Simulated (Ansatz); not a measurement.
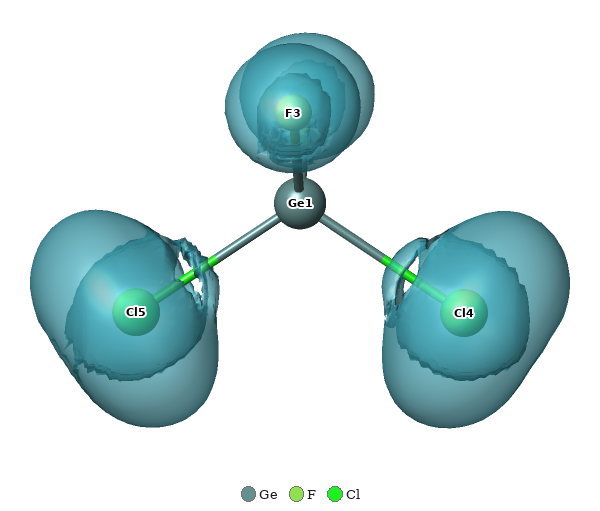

Figure 1: Cl₂F₂Ge (GeF2Cl2). Isosurface of the ELF at 0.8 (cyan), seen across its widest extent. Core shells and regions of very low density are left out.

Geometry: PBE-D4/def2-SVP; not at a stationary point (largest force 0.9 eV/Å).

These are results of Ansatz, RKS PBE0-D4/def2-TZVP, not measurements.

Input

```
crystal:
  periodic: [false, false, false]
  atoms:
    - {symbol: Ge, position_ang: [0.045735, -0.000237, 0.031893]}
    - {symbol: F, position_ang: [0.108619, -0.015362, 1.762857]}
    - {symbol: F, position_ang: [1.691759, 0.007494, -0.507522]}
    - {symbol: Cl, position_ang: [-0.926149, 1.775338, -0.627932]}
    - {symbol: Cl, position_ang: [-0.919973, -1.767233, -0.659297]}
basis:
  gaussian: {orbitals: def2-TZVP, initial_orbitals: start.molden}
hamiltonian: {xc: pbe0, dispersion: d4}
scf: {omitted_lower_state_checks: [starts]}
output: {forces: true, orbitals: {seedname: orbitals}}
```

Launched as:

```sh
ansatz run in.yaml --threads 4 --pin off --events-out ev --progress --plain --max-ram 3916MiB
```

**What do the ELF domains correspond to?**

The surface consists of two regions wrapped around Cl (the valence shell of each) and two regions wrapped around F (the valence shell of each).

Values along the shortest contacts:
Ge–F (1.73 Å): the ELF peaks at about 0.80 in the valence shell of F, 0.5 Å from its nucleus, and is about 0.25 at the midpoint. Ge–Cl (2.13 Å): the ELF peaks at about 0.85 in the valence shell of Cl, 0.9 Å from its nucleus, and is about 0.70 at the midpoint.
